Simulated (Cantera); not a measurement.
Feed: 1 mol Si, 12 mol HBr, 3.7 mol N2, at 1252 °C.

Method: chemical equilibrium by Gibbs-energy minimisation in Cantera with the NASA 1993 tables (ideal gas, pure condensed phases). Candidate condensed phases: Br2, Si, Si3N4; 28 gas species. The tables' values for SiBr3, SiBr are old estimates; treat these amounts as uncertain. Kinetics and transport are ignored.

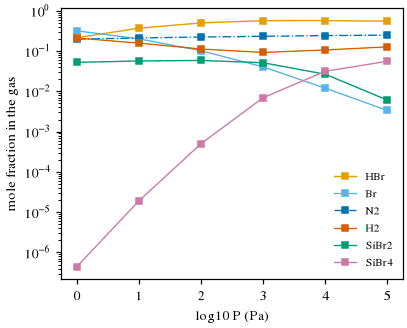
Equilibrium gas composition (values under 1e-9 drawn at 1e-9)

Q: Read off the mole fractions at 1.00 bar.

A: HBr about 0.55, N2 about 0.25, H2 about 0.13, SiBr4 about 0.056, SiBr2 about 0.0061, Br about 0.0034.
